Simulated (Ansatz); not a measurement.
# OF (Oxygen monofluoride) at U-r2SCAN/STO-3G

What is the electronic atomisation energy of OF (Oxygen monofluoride) at U-r2SCAN/STO-3G? 

The results are computed with Ansatz 0.2.0.

48 further runs of the same task are left out: 7 that didn't finish, 41 set aside as unsound or not needed.

**1. The molecule**

OF: 2 atoms, total charge 0, spin state doublet. As SMILES, `[O]F`. The shape is that of a PBE0-D4/def2-TZVP optimisation.

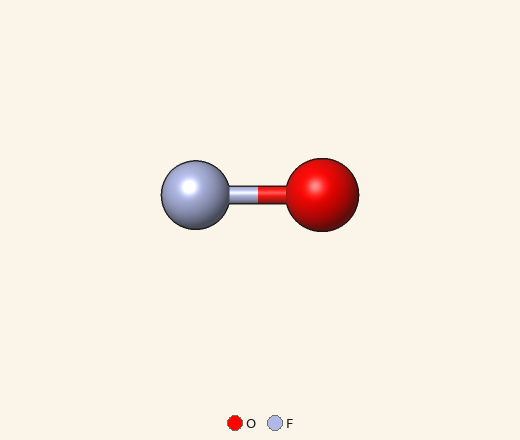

Viewed from a chosen angle; oxygen red, fluorine light blue.

**2. A single-point energy at U-r2SCAN/STO-3G**

The input, molecule.yaml:

```yaml
crystal:
  periodic: [false, false, false]
  atoms:
    - {symbol: O, position_ang: [0.000000, 0.000000, -0.015950]}
    - {symbol: F, position_ang: [-0.000000, -0.000000, 1.314400]}
basis:
  gaussian: {orbitals: STO-3G}
total_charge: 0
magnetization: {spin_polarized: true, initial_magnetization: 1}
hamiltonian: {xc: {name: r2SCAN}}
accuracy: high
```

The run is started by

```
ansatz run molecule.yaml --threads 1 --pin off --max-ram 3480MiB --events-out events.jsonl --progress --plain --runs-dir runs
```

What it wrote:

```text
Warning: RAYON_NUM_THREADS=1 ignored (pool sized by the plan → 1); use --threads N
Functional definition: r2SCAN
  name "r2SCAN"
  parameter k0 = 0.174
  parameter k1 = 0.065
  parameter a1 = 4.9479
  exchange = r2scan_x(k0 = k0, k1 = k1, a1 = a1)
  correlation = r2scan_c
149 factors; integrals over basis functions are off by at most 3.2e-8 eV
mean field evaluation 1: about -4689.8064 eV, gradient 1.6e1 eV
mean field evaluation 2: about -4686.7525 eV, gradient 2.5e1 eV
mean field evaluation 4: about -4691.4931 eV, gradient 5.2e-1 eV
mean field evaluation 8: about -4691.4485 eV, gradient 8.3e-3 eV
mean field evaluation 16: about -4691.4485 eV, gradient 1.2e-7 eV
mean field -4691.44851232 eV, -172.4075528498 hartree, gradient 2.8e-10 eV, S^2 0.750608; 1 other end points of the search recorded, 0 dependent functions left out
reference -4691.44851242 eV, -172.4075528534 hartree; 9, 8 occupied and 1, 2 virtual orbitals, 149 factors
Total energy: -4691.44851242 eV, -172.4075528534 hartree
```

It took 1.1 s on 1 thread of Intel Xeon 6975P-C (Granite Rapids), shared host; peak memory 0.15 GiB.

**3. The F atom**

The input, job.yaml:

```yaml
basis:
  gaussian:
    orbitals: STO-3G
crystal:
  periodic: [false, false, false]
  atoms:
    - {symbol: F, position_ang: [0.000000, 0.000000, 0.000000]}
magnetization:
  spin_polarized: true
  initial_magnetization: 1
hamiltonian:
  xc: r2scan
accuracy: high
```

Run the same way, it converges to -98.25342 Eh (log not shown).

**4. The O atom**

The input, run.yaml:

```yaml
crystal:
  periodic: [false, false, false]
  atoms:
    - {symbol: O, position_ang: [0.000000, 0.000000, 0.000000]}
basis:
  gaussian: {orbitals: STO-3G}
magnetization: {spin_polarized: true, initial_magnetization: 2}
hamiltonian: {xc: {name: r2SCAN}}
accuracy: high
```

Run the same way, it converges to -74.01525 Eh (log not shown).

**5. What came out**

Level: U-r2SCAN/STO-3G.

| quantity | value |
| --- | --- |
| molecule: total energy | -172.40755 Eh |
| molecule: ⟨S²⟩ | 0.751 |
| F atom: total energy | -98.25342 Eh |
| F atom: ⟨S²⟩ | 0.750 |
| O atom: total energy | -74.01525 Eh |
| O atom: ⟨S²⟩ | 2.000 |
| electronic atomisation energy | 3.779 eV |

What this shows: Taking the molecule apart into free atoms costs 3.78 eV (365 kJ/mol), before zero-point energy and without spin-orbit coupling. In a minimal basis such a difference can be off by several eV, whatever the method.
